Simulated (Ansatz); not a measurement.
A series of calculations on InCNClF

### Relaxation

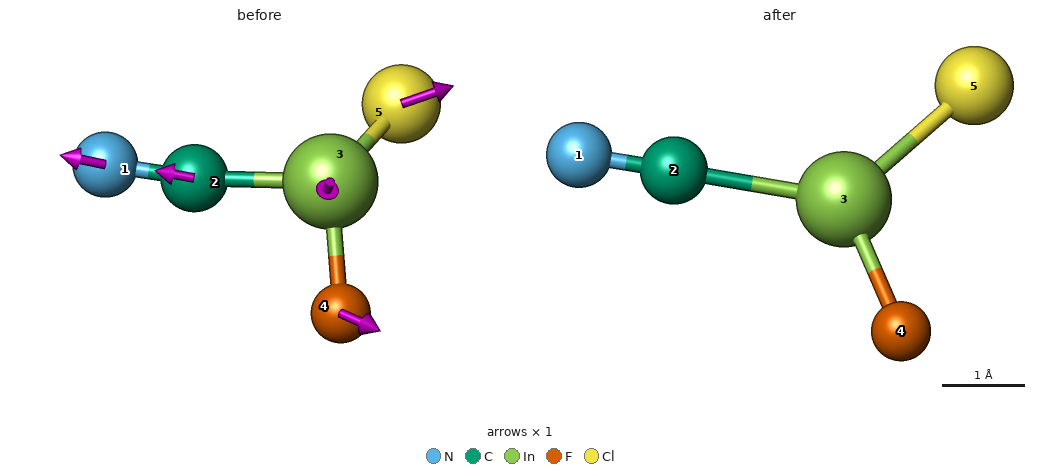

The structure of InCNClF (coarse preliminary run) before (left) and after (right) a relaxation, at one scale. The purple arrows give the displacements, at their true length.

Style: ball-and-stick. Shown at a tilt.

Level of theory: Ansatz, RKS PBE-D4/def2-SVP. Set-up: force threshold 0.03 eV/Å; at most 250 steps.

Q: What changed between the two?

A: The atom that moves furthest after the best rigid fit is Cl5 (0.69 Å). By element the largest moves are Cl 0.69 Å, F 0.61 Å, N 0.59 Å, C 0.50 Å, In 0.45 Å. Near-neighbour distances that change, for instance: In3–Cl5 1.869 → 2.330 Å, C2–In3 1.709 → 2.108 Å, In3–F4 1.627 → 1.961 Å, N1–C2 1.107 → 1.174 Å. Bond angles that change, for instance: C2–In3–F4 97.3° → 119.3°, C2–In3–Cl5 105.6° → 125.1°, N1–C2–In3 169.3° → 179.7°. The optimiser took 9 steps.

### Relaxation

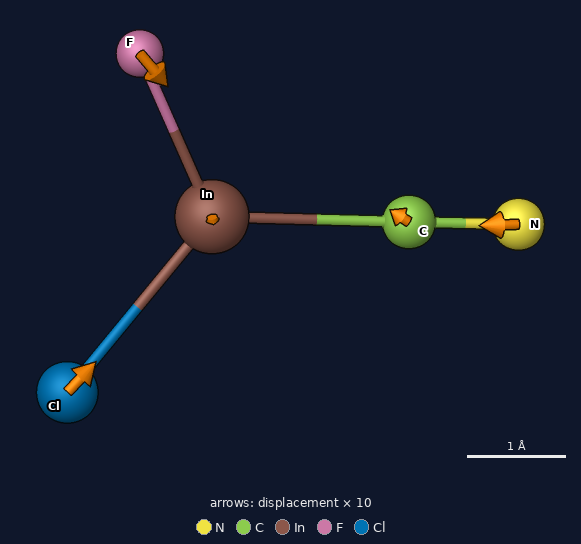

A relaxation of InCNClF. The starting structure is drawn; orange arrows show the displacements, magnified 10 times. The two geometries are superimposed by the best rigid fit.

The picture is a ball-and-stick view, seen at a tilt.

Theory: RKS PBE0-D4/def2-TZVP in Ansatz 0.2.0.

Input
```yaml
crystal:
  periodic: [false, false, false]
  atoms:
    - {symbol: N, position_ang: [-1.418431, 1.474638, 1.675883]}
    - {symbol: C, position_ang: [-0.788710, 0.807125, 0.943317]}
    - {symbol: In, position_ang: [0.332021, -0.399349, -0.371959]}
    - {symbol: F, position_ang: [0.443620, -2.329248, -0.042888]}
    - {symbol: Cl, position_ang: [1.481500, 0.373135, -2.245854]}
basis:
  gaussian: {orbitals: def2-TZVP}
hamiltonian: {xc: pbe0, dispersion: d4}
relax: {f_tol: 0.005, max_steps: 200}
```

Q: What did the optimiser do to the structure, and how much energy did it gain?

A: The energy falls by 0.069 eV in 4 geometry steps. Largest force component: 1.6 eV/Å at the start, 0.0032 eV/Å at the end. The largest move after the best rigid fit is that of F4, 0.049 Å. Largest moves by element: F 0.049 Å, Cl 0.044 Å, N 0.044 Å, C 0.025 Å, In 0.011 Å. Near-neighbour distances that change, for instance: In3–Cl5 2.330 → 2.280 Å, In3–F4 1.961 → 1.924 Å, C2–In3 2.108 → 2.082 Å, N1–C2 1.174 → 1.152 Å.

### Scan

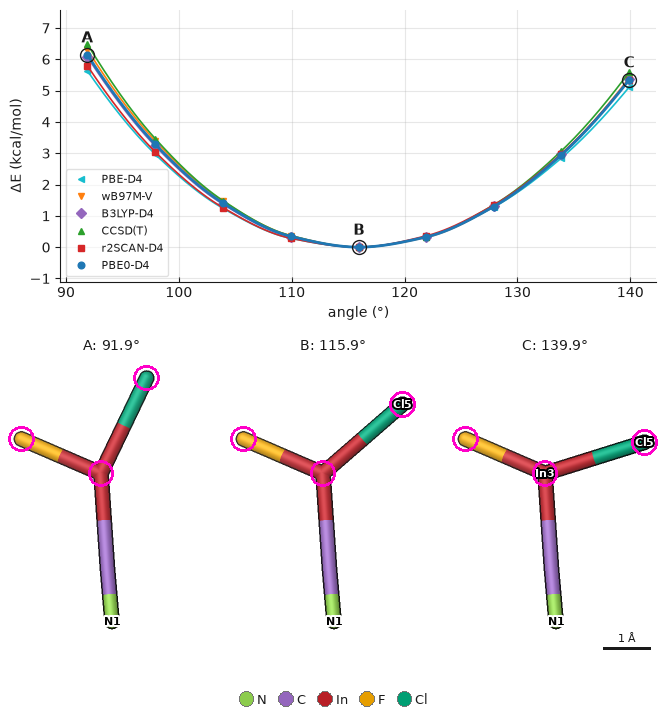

Energy scan for InCNClF, in which the Cl–In–F angle is varied, with the rest of the molecule carried along rigidly. The lettered frames are marked on the plot, at the values of PBE0-D4. Style: stick. Shown onto the plane of the angle. The ringed atoms are those of the scanned coordinate.

Levels of theory: PBE0-D4, r2SCAN-D4, CCSD(T), B3LYP-D4, wB97M-V, PBE-D4 (def2-TZVPP, Ansatz), on geometries moved rigidly from the minimum at PBE0-D4/def2-TZVP. Coupled cluster with a frozen core. Elements past krypton carry the basis set's effective core potentials. Energies are counted from the PBE0-D4/def2-TZVP minimum geometry at the same level.

### What does the scan show?

With PBE0-D4: the lowest computed point lies at the angle 115.9° (0.00 kcal/mol). The curvature at the lowest point is about 2.7 eV/rad². At 91.9° the levels give PBE-D4 5.63 kcal/mol, r2SCAN-D4 5.79 kcal/mol, B3LYP-D4 6.07 kcal/mol, PBE0-D4 6.14 kcal/mol, wB97M-V 6.30 kcal/mol, CCSD(T) 6.48 kcal/mol. Closest to CCSD(T) there is wB97M-V.

The computed points:

Energies in kcal/mol.

```tsv
angle (°)	PBE0-D4	r2SCAN-D4	CCSD(T)	B3LYP-D4	wB97M-V	PBE-D4
91.9	6.14	5.79	6.48	6.07	6.30	5.63
97.9	3.29	3.04	3.47	3.23	3.40	2.97
103.9	1.41	1.26	1.49	1.37	1.47	1.24
109.9	0.35	0.28	0.37	0.33	0.37	0.28
115.9	0.00	0.00	0.00	0.00	0.00	0.00
121.9	0.32	0.36	0.33	0.33	0.31	0.34
127.9	1.30	1.35	1.35	1.32	1.29	1.28
133.9	2.95	2.99	3.08	2.97	2.97	2.85
139.9	5.34	5.35	5.59	5.37	5.41	5.11
```

### Scan

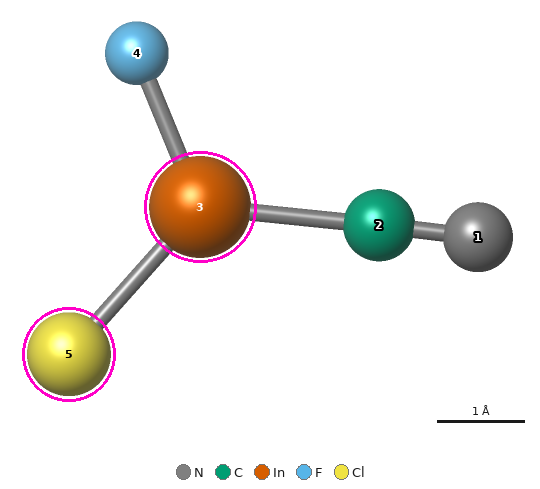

InCNClF: the In3–Cl5 distance is varied, with all other coordinates relaxed. The picture shows the minimum geometry. The ringed atoms are those of the scanned coordinate. The picture is a ball-and-stick view, seen face on.

Level of theory: wB97M-V (def2-TZVPP, Ansatz), on geometries relaxed under the constraint at PBE0-D4/def2-TZVP. Elements past krypton carry the basis set's effective core potentials. Energies are counted from the PBE0-D4/def2-TZVP minimum geometry at the same level.

The input:
```yaml
crystal:
  periodic: [false, false, false]
  atoms:
    - {symbol: N, position_ang: [-1.392608, 1.451352, 1.648783]}
    - {symbol: C, position_ang: [-0.781871, 0.784371, 0.934852]}
    - {symbol: In, position_ang: [0.330374, -0.389556, -0.376358]}
    - {symbol: F, position_ang: [0.434397, -2.280855, -0.039717]}
    - {symbol: Cl, position_ang: [1.459708, 0.360989, -2.209062]}
basis:
  gaussian: {orbitals: def2-TZVPP}
hamiltonian: {xc: {name: wB97M-V}}
```

> What energies does the calculation give (the distance: 2.006, 2.086, 2.202, 2.280, 2.337, 2.488, 2.650, 2.822, 3.003, 3.192 Å)?

```csv
distance (Å),relative energy (kJ/mol)
2.006,85.2
2.086,37.6
2.202,5.0
2.280,0.0
2.337,2.4
2.488,25.4
2.650,65.4
2.822,114.6
3.003,167.4
3.192,220.0
```

Of the computed points the lowest is at the distance 2.280 Å, 0.0 kJ/mol. The curvature at the lowest point is about 17 eV/Å² (2.7 mdyn/Å). The well is steeper on the short side, as for any bond.
